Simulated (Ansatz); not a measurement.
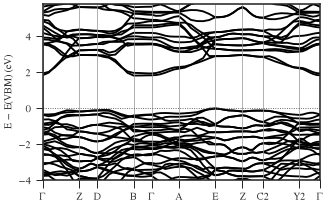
Fig. 1. Band structure from r²SCAN+D4 in the plane-wave PAW code Ansatz

Read off the gap and where the band edges lie.

About 1.8 eV (1.83 eV by a search for the band edges); maximum on the A–E line, 94 % of the way from A, minimum at B.

The material is V2O5 in space group P2_1/m (No. 11; Pearson symbol mP14).

The first step of the workflow began from a Materials Project structure, measured or hypothetical; the Crystallography Open Database copy checked does not list it. COD files the formula under space group No. 31, 59. Its standing as an ambient phase is unchecked. The cell was relaxed with r²SCAN+D4 under the symmetry of its start; whether a distortion lowers the energy is not shown. The run is not spin-polarised. No Hubbard U is applied.

Potentials: the earlier of the program's two PAW sets. The files were generated under PBE; for other functionals the program regenerates the frozen cores, and for LDA and PBEsol the local potential too.
